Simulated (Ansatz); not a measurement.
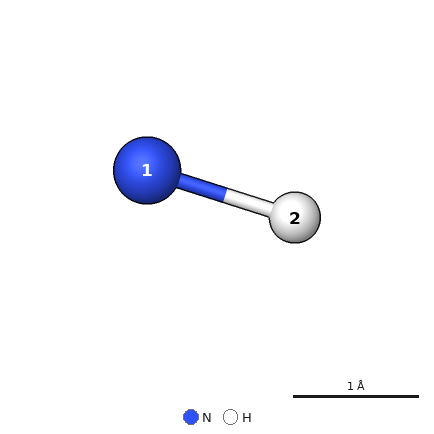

Simulated data, not a measurement (program: Ansatz).

The atoms are numbered. Geometry: a fixed input geometry, not necessarily a minimum.

Give the bond lengths.

```tsv
bond	length (Å)
N1–H2	1.243
```

The singlet of HN was imposed, and no run here tests it against higher spins, which may well lie lower.
